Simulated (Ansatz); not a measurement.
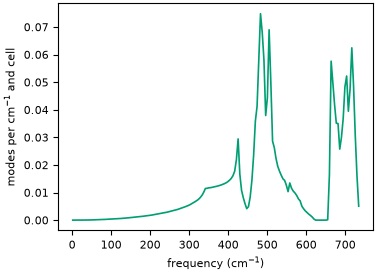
Figure. Phonon density of states of Be2B (fluorite or antifluorite type, Fm-3m), 3 atoms a cell, LDA (plane waves, PAW; program Ansatz)

Q: Estimate the mean frequency and the zero-point energy.

A: The mean is about 530 cm⁻¹, and (3/2)ħ⟨ω⟩ gives 98.9 meV/atom.

Q: What share of the Dulong–Petit heat capacity is reached at 100 K and at 300 K?

A: 6 % and 60 %.

The workflow started from an entry of the Crystallography Open Database (COD). Whether it is the stable phase at ambient conditions was not checked. The cell was relaxed with LDA under the symmetry of its start; phonons on a q-mesh show no instability. As this level gives no gap, phonon frequencies hold no LO–TO term and depend on the k-mesh and smearing (Fermi–Dirac, 0.1 eV here).

Potentials: the later of the program's two PAW sets.
